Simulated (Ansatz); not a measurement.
# SiH3Br (SMILES [SiH3]Br): levels of theory compared

We compute a comparison of 6 runs (HF/STO-3G, B2PLYP/STO-3G, B3LYP/STO-3G, HSE06/STO-3G, SVWN5/STO-3G, UPBE0/STO-3G) of SiH3Br. 

The results are computed with Ansatz 0.2.0.

56 further runs of the same task are left out: 6 that didn't finish, 50 set aside as unsound or not needed.

### Step 1. Starting point

The species is SiH3Br (5 atoms), meant as a singlet with charge 0. SMILES: `[SiH3]Br`. The H3–Si1 distance was set to 2.221 Å, away from the relaxed value. At this shape a bond of the SMILES string is far longer than usual.

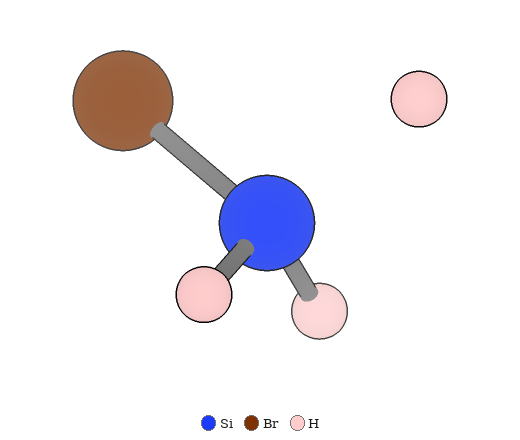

Viewed from a chosen angle; silicon blue, bromine brown, hydrogen pink.

### Step 2. The energy at HF/STO-3G (run 1)

molecule.yaml

```yaml
crystal:
  periodic: [false, false, false]
  atoms:
    - symbol: Si
      position_ang: [0.311170, 0.136739, -0.618786]
    - symbol: Br
      position_ang: [2.311610, -0.624491, -0.032316]
    - symbol: H
      position_ang: [-1.064550, -0.105170, 1.107850]
    - symbol: H
      position_ang: [-0.166960, -0.650711, -1.777836]
    - symbol: H
      position_ang: [0.443080, 1.566199, -0.981176]
basis:
  gaussian: {orbitals: STO-3G}
hamiltonian: {xc: hf}
accuracy: high
```

The run is started by

```
$ ansatz run molecule.yaml --threads 1 --pin off --max-ram 3480MiB --events-out events.jsonl --progress --plain --runs-dir runs
```

The program printed:

```text
Warning: RAYON_NUM_THREADS=1 ignored (pool sized by the plan → 1); use --threads N
Functional definition: HF
  name "HF"
  exchange = exact_x
  correlation = 0
440 factors; integrals over basis functions are off by at most 1.1e-8 eV
mean field evaluation 1: about -77058.0767 eV, gradient 1.8e1 eV
mean field evaluation 2: about -77058.0874 eV, gradient 1.8e1 eV
mean field evaluation 4: about -77059.9714 eV, gradient 7.9e-1 eV
mean field evaluation 8: about -77059.9741 eV, gradient 4.7e-6 eV
mean field -77059.97413435 eV, -2831.9018163110 hartree, gradient 8.1e-8 eV, S^2 0.000000; 0 other end points of the search recorded, 0 dependent functions left out
reference -77059.97413435 eV, -2831.9018163110 hartree; 26, 26 occupied and 4, 4 virtual orbitals, 440 factors
Total energy: -77059.97413435 eV, -2831.9018163110 hartree
```

Run time: 0.22 s. Hardware: 1 thread of Arm Neoverse V1, shared host.

### Step 3. The energy at B2PLYP/STO-3G (run 2)

job.yaml

```yaml
crystal:
  periodic: [false, false, false]
  atoms:
    - {symbol: Si, position_ang: [0.311170, 0.136739, -0.618786]}
    - {symbol: Br, position_ang: [2.311610, -0.624491, -0.032316]}
    - {symbol: H, position_ang: [-1.064550, -0.105170, 1.107850]}
    - {symbol: H, position_ang: [-0.166960, -0.650711, -1.777836]}
    - {symbol: H, position_ang: [0.443080, 1.566199, -0.981176]}
basis:
  gaussian:
    orbitals: STO-3G
hamiltonian:
  xc: {name: B2PLYP}
correlation:
  frozen_orbitals: {Br: 9, H: 0, Si: 5}
accuracy: high
```

The run is started by

```
$ ansatz run job.yaml --threads 1 --pin off --max-ram 3480MiB --events-out events.jsonl --progress --plain --runs-dir runs
```

The program printed:

```text
Warning: RAYON_NUM_THREADS=1 ignored (pool sized by the plan → 1); use --threads N
Functional definition: B2PLYP
  name "B2PLYP"
  parameter a = 0.53
  parameter c = 0.27
  exchange = (1 - a)*b88_x + a*exact_x
  correlation = (1 - c)*lyp_c + c*(mp2_os + mp2_ss)
440 factors; integrals over basis functions are off by at most 1.1e-8 eV
mean field evaluation 1: about -77096.9263 eV, gradient 2.1e1 eV
mean field evaluation 2: about -77096.9036 eV, gradient 2.1e1 eV
mean field evaluation 4: about -77099.2564 eV, gradient 7.6e-1 eV
mean field evaluation 8: about -77099.2595 eV, gradient 2.7e-3 eV
mean field evaluation 16: about -77099.2595 eV, gradient 4.7e-9 eV
mean field -77099.25947153 eV, -2833.3455258237 hartree, gradient 4.7e-9 eV, S^2 0.000000; 0 other end points of the search recorded, 0 dependent functions left out; unrestricted orbitals would lower it
14 core orbitals not correlated: weight in the atoms' cores, before any rotation towards them, 1.000 or more for the frozen orbitals, at most 0.000 for the correlated occupied ones
reference -77099.25948943 eV, -2833.3455264814 hartree; 12, 12 occupied and 4, 4 virtual orbitals, 440 factors
second order -2.55353019 eV of doubles, -0.00000000 eV of singles
Total energy: -77099.94894258 eV, -2833.3708634174 hartree
```

Run time: 2.1 s. Hardware: 1 thread of Arm Neoverse V1, shared host; peak memory 0.11 GiB.

### Step 4. A single-point energy at B3LYP/STO-3G (run 3)

Edit molecule.yaml of step 2 so:

```diff
@@ -14,4 +14,6 @@
 basis:
-  gaussian: {orbitals: STO-3G}
-hamiltonian: {xc: hf}
+  gaussian:
+    orbitals: STO-3G
+hamiltonian:
+  xc: {name: B3LYP}
 accuracy: high
```

The run is started by

```
$ ansatz run molecule.yaml --threads 1 --pin off --max-ram 3480MiB --events-out events.jsonl --progress --plain --runs-dir runs
```

The program printed:

```text
Warning: RAYON_NUM_THREADS=1 ignored (pool sized by the plan → 1); use --threads N
Functional definition: B3LYP
  name "B3LYP"
  parameter a0 = 0.2
  parameter ax = 0.72
  parameter ac = 0.81
  exchange = (1 - a0 - ax)*slater_x + ax*b88_x + a0*exact_x
  correlation = (1 - ac)*vwn_rpa_c + ac*lyp_c
440 factors; integrals over basis functions are off by at most 1.1e-8 eV
mean field evaluation 1: about -77110.0819 eV, gradient 2.5e1 eV
mean field evaluation 2: about -77106.8873 eV, gradient 3.2e1 eV
mean field evaluation 4: about -77113.0207 eV, gradient 6.3e-1 eV
mean field evaluation 8: about -77112.9674 eV, gradient 1.9e-3 eV
mean field evaluation 16: about -77112.9674 eV, gradient 7.5e-8 eV
mean field -77112.96736700 eV, -2833.8492816906 hartree, gradient 7.5e-8 eV, S^2 0.000000; 0 other end points of the search recorded, 0 dependent functions left out
reference -77112.96739478 eV, -2833.8492827115 hartree; 26, 26 occupied and 4, 4 virtual orbitals, 440 factors
Total energy: -77112.96739478 eV, -2833.8492827115 hartree
```

Wall time 1.4 s (1 thread of Arm Neoverse V1, shared host); peak memory 0.1 GiB.

Runs 4 to 5 aren't shown in full; the table further down has their settings and results.

### Step 5. A single-point energy at UPBE0/STO-3G (run 6)

run.yaml

```yaml
crystal:
  periodic: [false, false, false]
  atoms:
    - {symbol: Si, position_ang: [0.311170, 0.136739, -0.618786]}
    - {symbol: Br, position_ang: [2.311610, -0.624491, -0.032316]}
    - {symbol: H, position_ang: [-1.064550, -0.105170, 1.107850]}
    - {symbol: H, position_ang: [-0.166960, -0.650711, -1.777836]}
    - {symbol: H, position_ang: [0.443080, 1.566199, -0.981176]}
basis:
  gaussian:
    orbitals: STO-3G
magnetization:
  spin_polarized: true
  initial_magnetization: 0
hamiltonian:
  xc: {name: PBE0}
accuracy: high
```

The run is started by

```
$ ansatz run run.yaml --threads 1 --pin off --max-ram 3480MiB --events-out events.jsonl --progress --plain --runs-dir runs
```

The program printed:

```text
Warning: RAYON_NUM_THREADS=1 ignored (pool sized by the plan → 1); use --threads N
Functional definition: PBE0
  name "PBE0"
  parameter a = 0.25
  parameter kappa = 0.804
  parameter beta = 0.06672455060314922
  exchange = (1 - a)*pbe_x(kappa = kappa, mu = beta*pi^2/3) + a*exact_x
  correlation = pbe_c(beta = beta)
440 factors; integrals over basis functions are off by at most 1.1e-8 eV
mean field evaluation 1: about -77101.2498 eV, gradient 1.6e1 eV
mean field evaluation 2: about -77099.2087 eV, gradient 2.0e1 eV
mean field evaluation 4: about -77103.8390 eV, gradient 2.9e-1 eV
mean field evaluation 8: about -77103.7863 eV, gradient 2.8e-3 eV
mean field evaluation 16: about -77103.7863 eV, gradient 3.5e-8 eV
mean field -77103.78630777 eV, -2833.5118839870 hartree, gradient 3.5e-8 eV, S^2 0.000000; 1 other end points of the search recorded, 0 dependent functions left out
reference -77103.78630912 eV, -2833.5118840366 hartree; 26, 26 occupied and 4, 4 virtual orbitals, 440 factors
Total energy: -77103.78630912 eV, -2833.5118840366 hartree
```

Run time: 2.6 s. Hardware: 1 thread of Arm Neoverse V1, shared host; peak memory 0.15 GiB.

### Step 6. The series

| run | level | frozen core orbitals | energy (Eh) | wall time |
| --- | --- | --- | --- | --- |
| 1 | HF/STO-3G | – | -2831.901816 | 0.22 s |
| 2 | B2PLYP/STO-3G | 14 | -2833.370863 | 2.1 s |
| 3 | B3LYP/STO-3G | – | -2833.849283 | 1.4 s |
| 4 | HSE06/STO-3G | – | -2833.505821 | 1.8 s |
| 5 | SVWN5/STO-3G | – | -2828.872654 | 1 s |
| 6 | UPBE0/STO-3G | – | -2833.511884 | 2.6 s |

### Step 7. Outcome

| quantity | value |
| --- | --- |
| run 6: total energy | -2833.51188 Eh |

In words: Totals of different functionals can't be ranked against each other. In run 2 the log says that unrestricted orbitals would lower the reference, so the values rest on an unstable closed-shell determinant (other closed-shell runs at this shape may share the fault). In runs 1, 2, 3, 4, 5, 6 the basis is minimal, so the values are rough. All runs together took 9.2 s, the longest 2.6 s.
